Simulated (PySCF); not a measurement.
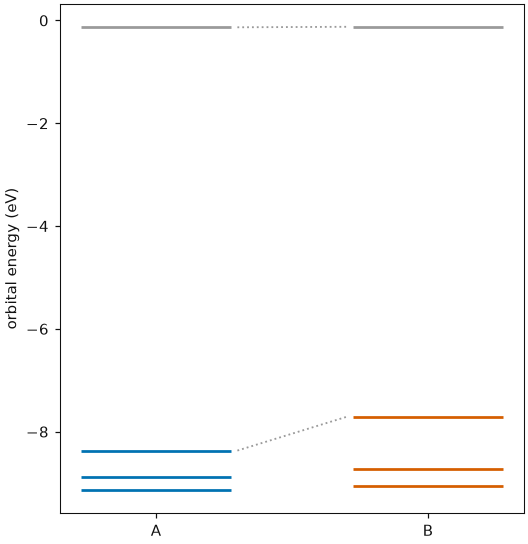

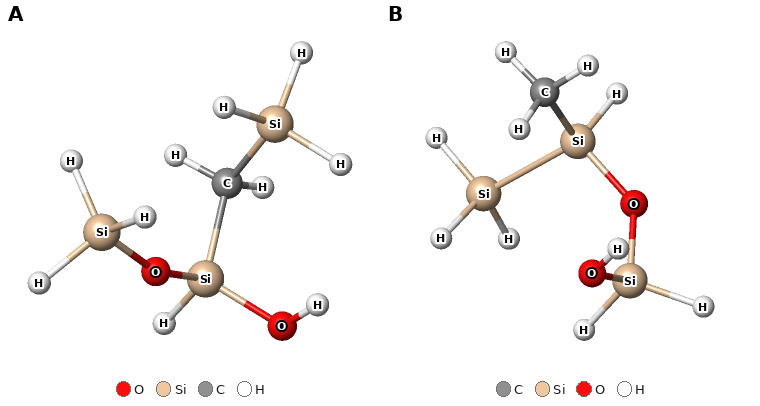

Related molecules: A is CH₁₀O₂Si₃, SMILES O[Si@H](C[SiH3])O[SiH3]; B is CH₁₀O₂Si₃, SMILES C[Si@H]([SiH3])O[SiH2]O. Frontier orbital energies, PBE0/def2-SVPD, PySCF, at a PBE0-D3(BJ)/def2-SVP geometry (no frequency check); drawn are at most three filled levels and, in grey, the LUMO with any level within 0.03 eV of it; dotted lines join the HOMOs and the LUMOs.

What does the change do to the frontier levels?

Answer. From A to B the HOMO rises by 0.65 eV and the LUMO hardly moves, so the separation goes from 8.23 to 7.59 eV.

Does the ΔSCF ionisation energy follow the HOMO?

Answer. A: −ε(HOMO) 8.37, ΔSCF 10.08 eV; B: −ε(HOMO) 7.71, ΔSCF 9.51 eV.

Limits of at least one run: one conformer of a flexible molecule.
